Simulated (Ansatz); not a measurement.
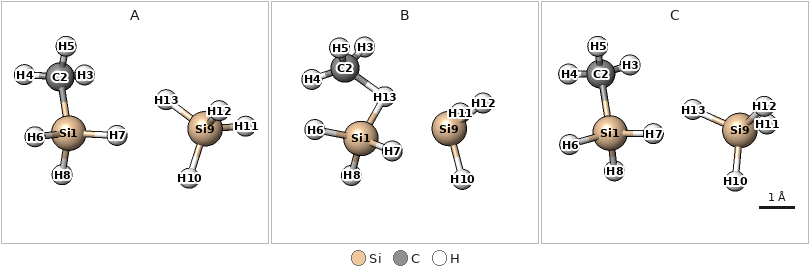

3 geometries from a converged minimum-energy path of CH10Si2, made up at the start of CH6Si and SiH₄, shuffled. Style: ball-and-stick. Shown at a tilt.

Level of theory: Ansatz 0.2.0, RKS BLYP-D4/6-31G*. Set-up: 5 movable images; climbing image; force threshold 0.05 eV/Å; iteration limit 60; starting path through a guess of the saddle point.

Question: Which of them lies highest in energy?

Answer: B. In order along the path, whose images run from 0 to 6: A (image 0, 0.0 kJ/mol), C (image 1, +2.0 kJ/mol), B (image 3, +326.4 kJ/mol). Breaking: Si1–C2 (1.90 → 2.26 at the top → 3.90 Å), Si9–H13 (1.49 → 2.09 at the top → 3.56 Å). Forming: C2–H13 (3.32 → 1.40 at the top → 1.10 Å), Si1–Si9 (4.22 → 2.82 at the top → 2.36 Å).

Limits of the set-up: the start holds two separate molecules, 2.5 Å apart at their closest, whose relative position is a soft coordinate.
